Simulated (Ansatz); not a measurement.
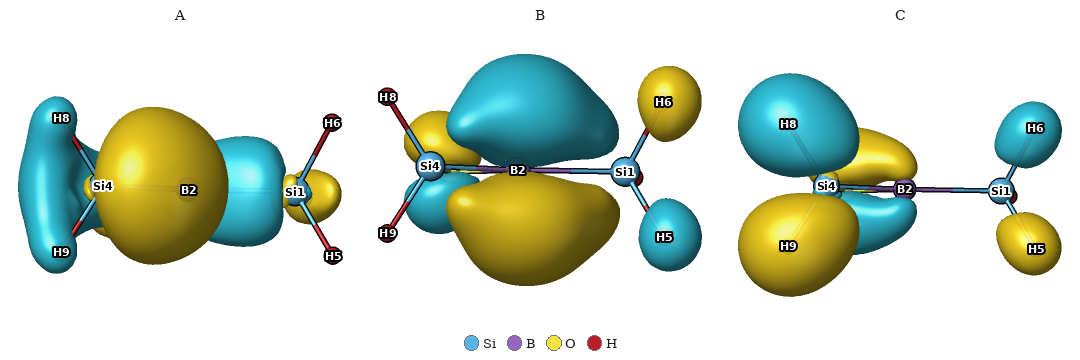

Figure. BH5OSi2. Three frontier orbitals at ±0.1 Å⁻³ᐟ² (yellow and cyan are the two phases), in no order.

All numbers below come from RKS PBE0-D4/6-31G* (Ansatz 0.2.0).

```yaml
atoms:
  - { symbol: Si, position_ang: [0.0532, 1.3867, -1.2182] }
  - { symbol: B, position_ang: [-0.1268, -0.1701, 0.0411] }
  - { symbol: O, position_ang: [-1.0237, -1.1398, 0.2390] }
  - { symbol: Si, position_ang: [0.2579, -1.4205, 1.4530] }
  - { symbol: H, position_ang: [1.3298, 1.2496, -1.9756] }
  - { symbol: H, position_ang: [0.1194, 2.6443, -0.4202] }
  - { symbol: H, position_ang: [-1.0767, 1.4857, -2.1854] }
  - { symbol: H, position_ang: [-0.3187, -1.3286, 2.8188] }
  - { symbol: H, position_ang: [0.8740, -2.7537, 1.2305] }
```

Q: Which picture is the HOMO−1, the HOMO and the LUMO?

A: C is the HOMO−1 (−9.47 eV). Its weight (Hirshfeld) is mainly on Si4 (about 25 %), O3 (about 25 %), H8 (about 20 %) and H9 (about 20 %). A is the HOMO (−6.75 eV). By Hirshfeld shares it lies mainly on Si4 (about 40 %), B2 (about 25 %), O3 (about 20 %) and Si1 (about 10 %). B is the LUMO (−1.18 eV). By Hirshfeld shares it lies mainly on B2 (about 45 %), O3 (about 20 %) and Si1 (about 20 %).

Q: What is the HOMO–LUMO gap?

A: 5.57 eV between the orbital energies.
